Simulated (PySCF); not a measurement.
C$_{4}$H$_{14}$N$_{2}$Si$_{2}$ (SMILES [SiH3][C@H]1CCCNN1[SiH3])

```xyz
22

Si    2.1199   -0.9164   -0.8170
C     0.5012   -0.9259    0.2072
C     0.5078    0.0095    1.4190
C     0.5645    1.4628    0.9571
C    -0.5294    1.7219   -0.0785
N    -0.3882    0.7405   -1.1448
N    -0.6044   -0.5796   -0.6647
Si   -2.1888   -1.2164   -0.4239
H     2.3224    0.3093   -1.5801
H     3.2333   -1.0938    0.1262
H     2.0564   -2.0624   -1.7256
H     0.3211   -1.9459    0.5615
H     1.3574   -0.2170    2.0657
H    -0.4117   -0.1494    1.9930
H     1.5356    1.6580    0.4997
H     0.4378    2.1401    1.8044
H    -0.4152    2.7169   -0.5159
H    -1.5191    1.6617    0.4061
H    -1.0589    0.9157   -1.8883
H    -2.9457   -0.7935    0.7694
H    -2.9196   -0.7569   -1.6070
H    -1.9868   -2.6600   -0.3645
```

Geometry: GFN2-xTB.

Method: PySCF 2.14.0, PBE0/pcSseg-1, SCF density, gas phase, non-relativistic.

Question: Predict the electron density and electron localisation function between the atoms.

Answer: C–N (1.46 Å): ρ is about 1.9 e/Å³ halfway; the ELF peaks at about 0.95 between the atoms: a shared electron pair.
C–C (1.53 Å): the density is about 1.7 e/Å³ at the midpoint; the ELF peaks at about 0.95 between the atoms, as expected for a covalent bond.
N–H (1.02 Å): ρ at the midpoint is about 2.9 e/Å³; the ELF climbs to about 1 towards the hydrogen, as it does in any bond to H; a covalent bond by its length.

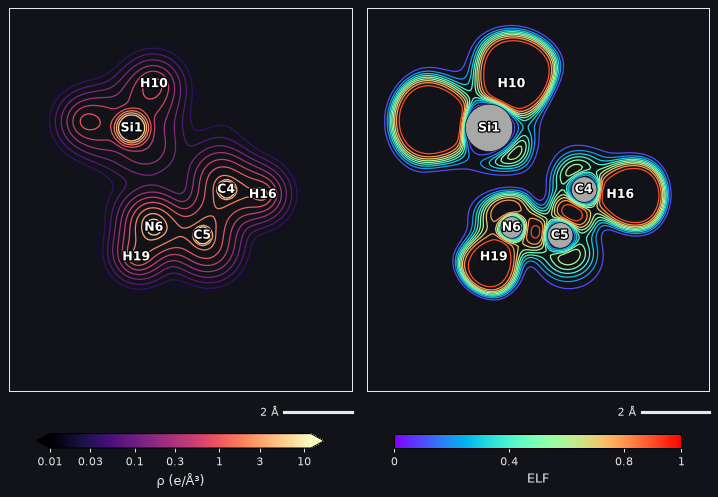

Computed electron density and electron localisation function on the plane of atoms C5, C4 and H16, in this order. Grey discs cover the atomic cores in the ELF map. 
